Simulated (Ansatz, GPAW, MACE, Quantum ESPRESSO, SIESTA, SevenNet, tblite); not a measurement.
**Codes compared on HfO2(111) slab (54 atoms)**

How near do other programs and methods come to a plane-wave reference for HfO2(111) slab (54 atoms)? A plane-wave run serves as the reference.

Main program and level: Ansatz 0.2.0; Kohn-Sham DFT, PBE, PAW, plane waves.

### Step 1. Starting point

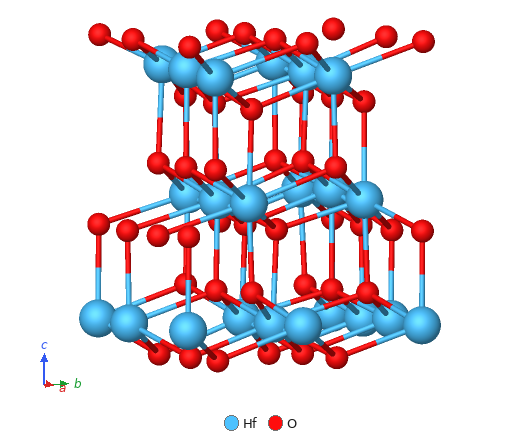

The cell as given, from the side, with the c axis up (hafnium blue, oxygen red). Bonds to atoms that aren't drawn are left out. Some periodic images of atoms are drawn too.

The cell holds 54 atoms: 18 Hf and 36 O. Cell: a = 10.776 Å, b = 7.184 Å, c = 17.332 Å, α = 90.0°, β = 90.0°, γ = 120.0°. It derives from HfO2 (fluorite-type). Fluorite-type HfO2 (a = 5.08 Å), (111) slab of 3 repeat layers, 3 x 2 surface cells, 10 Å of vacuum; not relaxed, displaced by a Gaussian of 0.02 Å. Then every atom was moved at random, 0.05 Å r.m.s. a Cartesian component. Vacuum lies along c.

### Step 2. Reference: Ansatz, plane waves

The PAW files are the set soft_2.

Input file input.yaml:

```yaml
crystal:
  lattice:
    - [10.77631, 0.0, 0.0]
    - [-3.5921, 6.2217, 0.0]
    - [0.0, 0.0, 17.33235]
  atoms:
    - { symbol: Hf, position: [0.32965, 0.48436, 0.33385] }
    - { symbol: O, position: [0.21568, 0.64503, 0.28313] }
    - { symbol: O, position: [0.4468, 0.82526, 0.37099] }
    - { symbol: Hf, position: [0.43773, 0.82775, 0.50482] }
    [... 44 atom lines left out ...]
    - { symbol: Hf, position: [0.11236, 0.33759, 0.49624] }
    - { symbol: O, position: [0.00123, 0.99923, 0.45696] }
    - { symbol: O, position: [0.88818, 0.15711, 0.54312] }
    - { symbol: Hf, position: [0.87805, 0.15926, 0.66626] }
    - { symbol: O, position: [0.10736, 0.32865, 0.62766] }
    - { symbol: O, position: [0.65855, 0.9764, 0.71111] }
kpoints:
  mp_grid: { grid: [1, 1, 1] }
hamiltonian:
  xc: pbe
scf:
  occupations: { method: fermi_dirac, width: 0.05 }
output:
  forces: true
  eigenvalues: true
  populations: true
```

Run with:

```console
> ansatz run input.yaml --threads 4 --pin off --max-ram 8192MiB --backend cpu --events-out ev --progress --plain --runs-dir out
```

Log:

```text
[...]
Pseudopotentials: kind: paw
Pseudopotential: Hf, paw, valence charge 26, recommended cutoff 420 eV (normal), Hf.paw.azcp
Pseudopotential: O, paw, valence charge 6, recommended cutoff 420 eV (normal), O.paw.azcp
[...]
Crystal: 54 atoms, lattice volume = 1162.082 Å³
Basis set: ecut = 420 eV, 22611 PW (Γ), exchange–correlation on 150×100×240 points (8 copies of the dense FFT grid, shifted against one another)
Bands: 411, of which v1, the nominal top of the filled ones, is band 342 counted from 1 (341 counted from 0)
Symmetry: 1 space group operations
Space group: P1 (ITA 1), of the structure as read, at distance tolerance 1.1e-4 Å
k-points: 1
[...]
Initial density: superposition of atomic densities (neutral atoms: chi_scale 0, normalization atom), corrected by the library's trained network
Initial wavefunctions: pseudopotential atomic-orbital guess
[...]
SCF iter   1: F=—  HF=-303494.060924 eV  |F-HF|=—  |Δ(HF+E_count)|=         —  Δρ=4.69e-3  dr2=2.60e-1  ethr=1.77e-3  ⟨swp⟩=5.0  Hψ=1453  notcnv=0  defer=20
preconditioner: auto → Resta (q_TF=auto, 2.498 Å⁻¹)  ε∞=3.5  [insulator: Δε(μ)=3.509 eV  Ē_g=17.542 eV  σ=0.050 eV  W_gap=1.00  n_scr=304 (ndim 8)  ℏωp=27.7 eV  f_vac=0.466  D(μ)=0.00/eV (n_scr^D=0)  ε∞_Penn≈3.5  vacuum switching on, ρ_ref=2.2e-2 e/Å³]
[...]
SCF iter   9: F=—  HF=-303494.086133 eV  |F-HF|=—  |Δ(HF+E_count)|=   4.16e-7  Δρ=5.23e-6  dr2=2.65e-7  ethr=1.07e-10  ⟨swp⟩=3.0  Hψ=925  notcnv=0  defer=63
SCF iter  10: F=-303494.086133 eV  HF=-303494.086133 eV  |F-HF|=1.83e-8  |Δ(HF+E_count)|=   6.17e-9  Δρ=1.75e-6  dr2=2.69e-8  ethr=1.46e-11  ⟨swp⟩=15.0  Hψ=2313  notcnv=0
SCF 1 converged in 10 iterations: F = -303494.086133 eV  dr2 = 2.69e-8
[...]
SCF converged after 10 iterations
Free energy (F): -303494.086133 eV
Harris-Foulkes:  -303494.086133 eV  (|F-HF|=1.83e-8)
Internal energy: -303494.086133 eV  (E = F + TS)
E sigma→0 (E₀):  -303494.086133 eV
Fermi energy:    6.965575 eV
--- Per-component energies (eV) ---
[...]
Σ components = -303494.086133   (vs F -303494.086133, Δ=0.00e0)
--- Forces (eV/Å), atoms counted from 1 ---
  atom   1  Hf    -0.65478827     1.86129927    -0.47834205
  atom   2  O     -0.53098555     0.56235457     0.50721889
  atom   3  O     -1.06809831     0.40578337     0.16740172
  atom   4  Hf     0.98288472     0.24399553    -1.08531312
[...]
atom  54  O     -0.41409130     2.13540520     0.84312500
  max |Σ_I F_I| component: 1.75e-5 eV/Å
--- Band table (eV) ---
  k-point 0: bands = ["-56.5972", "-56.4938", "-56.4937", "-56.4531", [... 395 levels ...], "11.9660", "11.9965", "12.0405", "12.0857", "12.1245", "12.2171", "12.3275", "12.3571", "12.3905", "12.4619", "12.5076", "12.5715"]
--- Löwdin populations: 54 sites ---
  site symbol       q [e]
     0     Hf     24.4511
     1      O      6.7924
     2      O      6.7386
[...]
53      O      6.7396
  spilling = 0.002906 (of n_electrons = 684.000000)
```

The job ended after 23 s (4 threads of Arm Neoverse V1, shared host; peak memory 1.6 GiB).

In the SCF lines HF is the Harris–Foulkes energy and dr2 the Hartree energy of the density residual, in eV; the loop may stop once dr2 is under the threshold and the program's other checks hold. Hψ counts applications of the Hamiltonian.

The run gave:

```
free energy                                      : -303494.0861 eV
free energy per atom                             : -5620.2609 eV/atom
SCF cycles                                       : 10
r.m.s. force component                           : 0.8861 eV/Å
longest force                                    : 3.14 eV/Å
Fermi energy                                     : 6.966 eV
gap (highest filled to lowest empty level) : 3.474 eV
spilling of the projection                       : 0.002906
```

Neighbours are counted within 2.82 Å (O-Hf).

Length of the force by element and coordination:

```csv
element,coordination,atoms,mean length of the force (eV/Å),spread,least,most
Hf,all,18,2.03,0.599,0.894,3.14
Hf,7,12,1.85,0.477,0.894,2.77
Hf,8,6,2.38,0.661,1.48,3.14
O,all,36,1.05,0.437,0.287,2.33
O,3,12,0.974,0.534,0.287,2.33
O,4,24,1.09,0.373,0.421,1.85
```

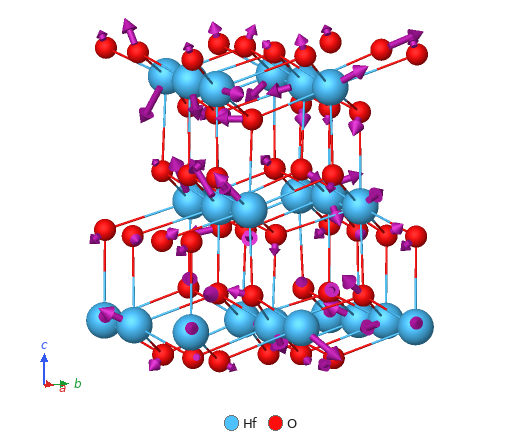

Forces as arrows; the longest in the cell is 3.14 eV/Å. Bonds to atoms that aren't drawn are left out. Some periodic images of atoms are drawn too.

Löwdin charges by element and coordination (they lack the spilled electrons, 0.037 e an atom on average):

```csv
element,coordination,atoms,mean charge (e),spread,least,most
Hf,all,18,1.54,0.0407,1.48,1.61
Hf,7,12,1.57,0.0225,1.53,1.61
Hf,8,6,1.49,0.005,1.48,1.50
O,all,36,-0.715,0.0369,-0.792,-0.667
O,3,12,-0.759,0.0176,-0.792,-0.727
O,4,24,-0.693,0.0207,-0.739,-0.667
```

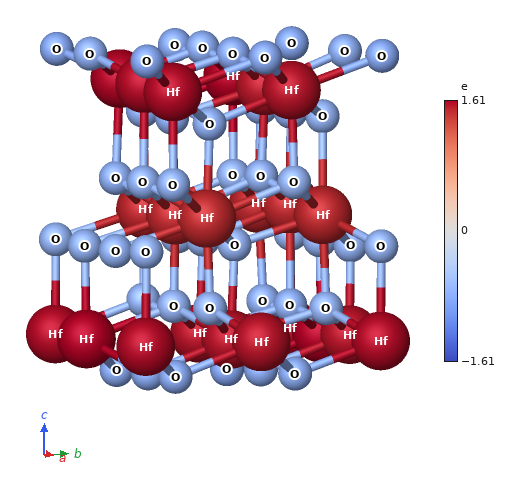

Atoms coloured by Löwdin charge. Bonds to atoms that aren't drawn are left out. Some periodic images of atoms are drawn too.

The levels nearest the highest filled one (over half full), pooled over k-points and spins:

```csv
level less the highest filled one (eV),occupation
-0.586,2
-0.524,2
-0.404,2
-0.347,2
-0.326,2
0,2
3.47,0
3.48,0
3.59,0
3.67,0
3.74,0
3.76,0
```

### Step 3. Structure statistics

Normalised to the volume that the atoms fill. Pair distribution functions g(r), in bins of 0.2 Å:

```csv
r (Å),total,O-O,O-Hf,Hf-Hf
2.00,0.69,0.00,1.55,0.00
2.20,3.70,0.00,8.32,0.00
2.40,1.03,1.53,0.78,0.00
2.60,1.70,3.83,0.00,0.00
2.80,0.02,0.05,0.00,0.00
3.00,0.00,0.00,0.00,0.00
3.20,0.00,0.00,0.00,0.00
3.40,0.40,0.58,0.00,1.30
3.60,2.94,4.46,0.00,8.59
3.80,0.29,0.39,0.00,1.01
4.00,0.19,0.00,0.42,0.00
4.20,2.68,0.11,5.92,0.00
4.40,1.23,1.97,0.79,0.00
4.60,0.04,0.09,0.00,0.00
4.80,0.00,0.00,0.00,0.00
5.00,0.45,0.66,0.00,1.42
5.20,0.28,0.43,0.01,0.77
5.40,0.57,0.01,1.27,0.00
5.60,2.18,2.13,2.78,0.00
5.80,0.61,1.32,0.06,0.00
6.00,0.14,0.23,0.00,0.30
6.20,1.60,2.38,0.00,4.89
6.40,0.31,0.29,0.26,0.62
6.60,1.11,0.00,2.51,0.00
6.80,0.11,0.00,0.24,0.00
7.00,0.08,0.11,0.00,0.28
7.20,0.63,0.94,0.00,1.87
7.40,0.72,0.12,1.50,0.03
```

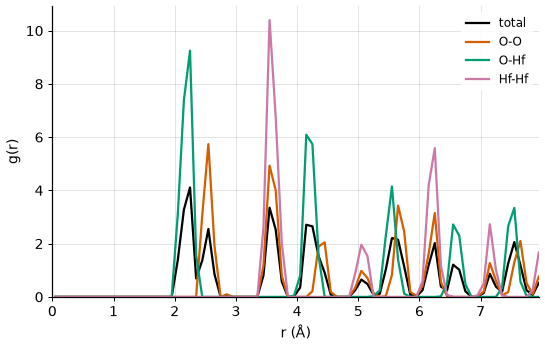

Pair distribution functions.

Bonds by pair of elements; cutoffs follow the first minimum of g(r), held within bounds set by covalent radii, and pairs that aren't listed don't count as bonded:

```csv
pair A-B,cutoff (Å),bonds,mean length (Å),spread (Å),shortest (Å),B about A,A about B
O-Hf,2.82,132,2.20,0.077,2.03,3.67,7.33
```

How many atoms have how many bonded neighbours:

```csv
element,mean,3,4,7,8
Hf,7.33,0,0,12,6
O,3.67,12,24,0,0
```

### Step 4. What was run beside it

The programs:
- GPAW 26.7.0: PAW with atomic orbitals (LCAO), plane waves or a real-space grid of spacing h.
- MACE: machine-learned potential, published weights.
- Quantum ESPRESSO 7.5: plane waves; labels (QE) give functional, pseudopotential set and cutoffs of waves/density.
- SIESTA 5.4.2: numerical atomic orbitals, whose automatically made sets are far from complete, with PseudoDojo norm-conserving potentials that we converted to its format (checked against plane waves on the same files for H, C, O, Si, Ge and Ca alone); labels give functional, basis size, energy shift and mesh cutoff.
- SevenNet: machine-learned potential, published weights.
- tblite 0.8.0: extended tight binding, driven from Python.

All use the same cell and atoms; the electronic-structure runs use the same k-mesh, and an electronic temperature of 580 K (0.05 eV) where levels are smeared.

Differences are against the plane-wave reference, forces as r.m.s. over components; share is that over the reference's r.m.s. force, slope the least-squares factor from reference forces to these. Total energies of different programs have different zeros and aren't compared.

```csv
run,"Δ force, r.m.s. (meV/Å)",share (%),slope,Δ gap (eV),cores,CPU time,memory (GiB)
reference,-,-,-,-,4,81 s,1.6
"GPAW PBE, LCAO dzp, h 0.18 Å",167,18.8,1.118,-0.146,1,4.2 min,1.5
"GPAW PBE, LCAO dzp, h 0.28 Å (coarse)",1863,210,1.315,-0.177,1,91 s,0.53
"GPAW PBE, LCAO szp(dzp), h 0.18 Å (coarse)",255,28.7,1.163,-0.472,1,2.6 min,1.4
MACE MPA-0 medium potential,192,21.7,1.014,-,1,10 s,0.83
"QE PBE, sssp-1.3.0-efficiency, 60/480 Ry",36.0,4.07,0.985,0.0073,4,15 min,2.9
"SIESTA PBE, DZ, shift 0.01 Ry, mesh 500 Ry (coarse)",184,20.7,1.079,-0.348,1,2.2 min,0.94
"SIESTA PBE, DZP, shift 0.01 Ry, mesh 150 Ry (coarse)",114,12.9,1.078,-0.219,1,52 s,0.41
"SIESTA PBE, DZP, shift 0.01 Ry, mesh 500 Ry",107,12.1,1.080,-0.219,2,4 min,1.5
"SIESTA PBE, SZ, shift 0.02 Ry, mesh 500 Ry (coarse)",418,47.2,0.950,-1.05,1,76 s,0.7
"SIESTA PBE, SZP, shift 0.01 Ry, mesh 500 Ry (coarse)",151,17.0,1.081,-0.473,1,3 min,1.1
"SIESTA revPBE, PBE potentials, DZP, shift 0.01 Ry, mesh 500 Ry",125,14.1,1.095,-0.161,2,3.9 min,1.5
SevenNet 0 potential,103,11.6,0.946,-,1,10 s,0.75
SevenNet l3i5 potential,90.1,10.2,0.972,-,1,12 s,1.1
tblite GFN1-xTB,641,72.4,0.377,-,1,2.6 s,0.12
```

Rows marked coarse were listed beforehand as settings not expected to be converged; some can still land near the reference.

Times of the machine-learned potentials are mostly Python's start and the loading of weights.

CPU time is summed over cores on a shared host, where runs went side by side, so it is rough. Symmetry, cutoffs, thresholds, outputs and thread counts weren't matched or tuned between programs; memory under MPI is the largest rank's times the ranks.

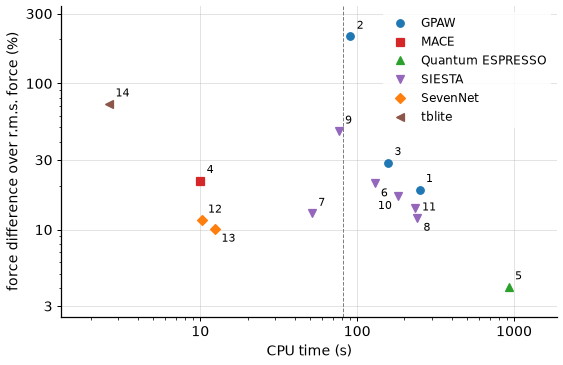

Force difference against CPU time; the dashed line marks the reference's time. Points: 1 GPAW PBE, LCAO dzp, h 0.18 Å; 2 GPAW PBE, LCAO dzp, h 0.28 Å; 3 GPAW PBE, LCAO szp(dzp), h 0.18 Å; 4 MACE MPA-0 medium potential; 5 QE PBE, sssp-1.3.0-efficiency, 60/480 Ry; 6 SIESTA PBE, DZ, shift 0.01 Ry, mesh 500 Ry; 7 SIESTA PBE, DZP, shift 0.01 Ry, mesh 150 Ry; 8 SIESTA PBE, DZP, shift 0.01 Ry, mesh 500 Ry; 9 SIESTA PBE, SZ, shift 0.02 Ry, mesh 500 Ry; 10 SIESTA PBE, SZP, shift 0.01 Ry, mesh 500 Ry; 11 SIESTA revPBE, PBE potentials, DZP, shift 0.01 Ry, mesh 500 Ry; 12 SevenNet 0 potential; 13 SevenNet l3i5 potential; 14 tblite GFN1-xTB.

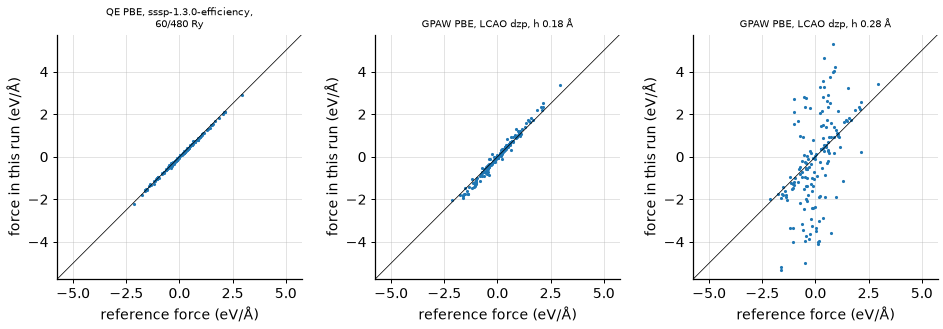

Force components against those of the reference; the line marks equality.

Mean charges by element (e), by run and scheme:

```csv
run,scheme,Hf,O
reference,Löwdin,+1.54,-0.71
"SIESTA PBE, DZP, shift 0.01 Ry, mesh 500 Ry",Hirshfeld,+0.68,-0.34
"SIESTA revPBE, PBE potentials, DZP, shift 0.01 Ry, mesh 500 Ry",Hirshfeld,+0.69,-0.34
tblite GFN1-xTB,Mulliken,+1.25,-0.63
```

The reference's Löwdin charges lack the electrons that the projection spills, 0.037 e an atom on average.

Within one program, basis, potentials and functional, energies share a zero. Each run against its twin at the usual cutoff or grid and solver:

```csv
run,twin,Δ energy (meV/atom),"Δ force, r.m.s. (meV/Å)",CPU time over the twin's
"GPAW PBE, LCAO dzp, h 0.28 Å","LCAO dzp, h 0.18 Å",1150,1850,0.36
"SIESTA PBE, DZP, shift 0.01 Ry, mesh 150 Ry","DZP, shift 0.01 Ry, mesh 500 Ry",-0.429,44.2,0.21 (this twin ran on 2 cores)
```

### Step 5. What came out

```yaml
reference_r_m_s_force_component: 0.886 eV/Å
nearest_in_forces: QE PBE, sssp-1.3.0-efficiency, 60/480 Ry, 4.1 %
farthest_in_forces: GPAW PBE, LCAO dzp, h 0.28 Å (coarse), 210 %
cheapest_electronic_structure_run_beside_the_reference: tblite GFN1-xTB, 2.6 s of CPU time
```

What this shows: PBE on plane waves or a grid with other potentials, cutoffs or grids, coarse settings apart, differs from the reference by 4.1 % (QE PBE, sssp-1.3.0-efficiency, 60/480 Ry) of the r.m.s. force; this holds the reference's own error, so differences of a few per cent don't tell which side is nearer the exact PBE result (QE's 60 Ry are 816 eV, against the reference's 420 eV). The PBE runs in local orbitals, coarse settings apart, differ by 12 % (SIESTA PBE, DZP, shift 0.01 Ry, mesh 500 Ry) to 19 % (GPAW PBE, LCAO dzp, h 0.18 Å); basis, grid and potentials can all enter. Tight binding differs by 72 % (tblite GFN1-xTB); it is another model, with fitted parameters of its own, and the xTB methods hold dispersion. Machine-learned potentials differ by 10 % (SevenNet l3i5 potential) to 22 % (MACE MPA-0 medium potential); they were trained on other programs' data. Rows with another functional or a dispersion term differ by 14 % (SIESTA revPBE, PBE potentials, DZP, shift 0.01 Ry, mesh 500 Ry), which mixes the change of model with differences of basis and potentials, some of them made for another functional. Runs with settings chosen to be coarse differ by 13 % (SIESTA PBE, DZP, shift 0.01 Ry, mesh 150 Ry) to 210 % (GPAW PBE, LCAO dzp, h 0.28 Å), their programs' other errors included. One electronic-structure run takes under half the reference's CPU time: tblite GFN1-xTB, at 72 % in 2.6 s against 81 s, too far off to be of use. GPAW PBE, LCAO szp(dzp), h 0.18 Å stiffens the forces by a factor of 1.16 while following their directions (correlation 0.980). At the same functional, gaps differ from the reference's 3.47 eV by between -1.05 and +0.01 eV. These are spacings on the run's k-points, which needn't hold the band edges. Charges hang on model, scheme and program or settings: among these rows the mean for Hf runs from +0.68 to +1.54 e. In the reference: filled and empty levels are parted by 3.47 eV at Γ alone; the mesh holds the band edges only if they fold onto it, so the gap at this level can be narrower or closed, and states at the surface or the caps may set it. In the reference: mean Löwdin charges: Hf +1.54, O -0.71 e. Periodic xTB results under one method name differ between programs and library versions. The potentials hold different valence shells: 684 electrons in the reference, 432 in GPAW, 432 in Quantum ESPRESSO with SSSP and 432 in SIESTA; this bears on time and differences. Machine-learned potentials mimic data converged in k, so the reference's own k-point error enters their differences. The electronic-structure runs sample only Γ, in a cell whose shortest periodic width is 6 Å. Spin–orbit coupling is left out, which matters for the levels of the heavy elements.

[Also dropped from logs without a mark: logging warnings of Python, and SIESTA's first energy breakdown and zero terms.]

[Logs are printed without paths, hosts, clocks, repeated set-up lines and the standing remarks that a program may print on its own settings, such as how far it seeks lower states.]

[Hosts, paths, dates, database ids (printed as entryN), source tags and the programs' standing remarks are cut or masked in the printed files.]
